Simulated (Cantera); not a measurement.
Input: 1 mol FeS2, 0.71 mol SO2, a varied amount of H2O, at 1225 K and 10500 Torr.

Equilibrium computed with Cantera from the NASA thermochemical tables; the gas is ideal and each condensed phase is pure. Candidate condensed phases: Fe, FeO, Fe(OH)2, Fe(OH)3, FeS, FeSO4, FeS2, Fe2O3, Fe2(SO4)3, Fe3O4, H2O, H2SO4, S; 22 gas species. FeS: taken at fixed stoichiometry. Gases not in the tables: S3 to S7. Kinetics and transport are ignored.

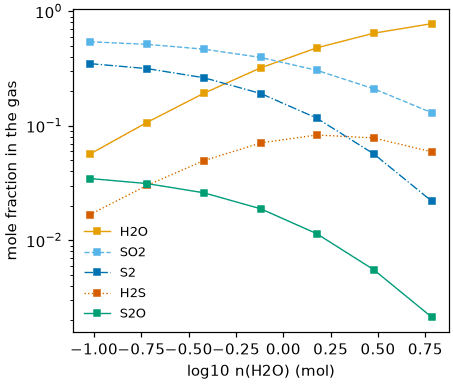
Fig. 1. Equilibrium gas composition (values under 1e-9 drawn at 1e-9)

From 0.095 mol H2O to 6.1 mol H2O the condensed part is FeS(s).
